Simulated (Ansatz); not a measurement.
## MgSe, carrier doping

Start from MgSe in the rock salt structure (space group Fm-3m, No. 225; a = 5.4498 Å).

Carriers are added at fixed cell with a uniform background; the Fermi–Dirac width is that of 300 K.

Computed with Ansatz (a first-principles code), PBEsol, PAW, cutoff 420 eV, no spin-orbit coupling.

Notes on the quantities. Fermi level from band edge: Fermi level relative to the doped band's edge (positive inside the band; to 0.05 eV).

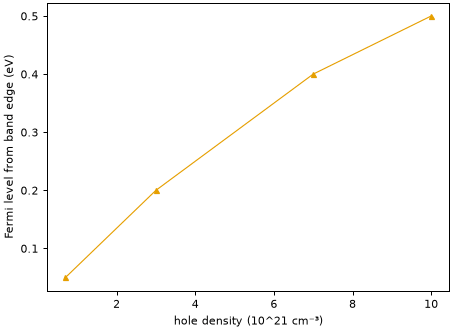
Fig. 1. Fermi level from band edge against hole density

```
hole density (10^21 cm⁻³)  Fermi level from band edge
-------------------------  --------------------------
0.7                                          +0.05 eV
3                                            +0.20 eV
7                                            +0.40 eV
10                                           +0.50 eV
```

Carriers are added with a uniform compensating background; total energy and stress of such cells depend on the potential's zero and are not compared; many-body gap narrowing is missing at this level. Whether these cells are dynamically stable was not tested.
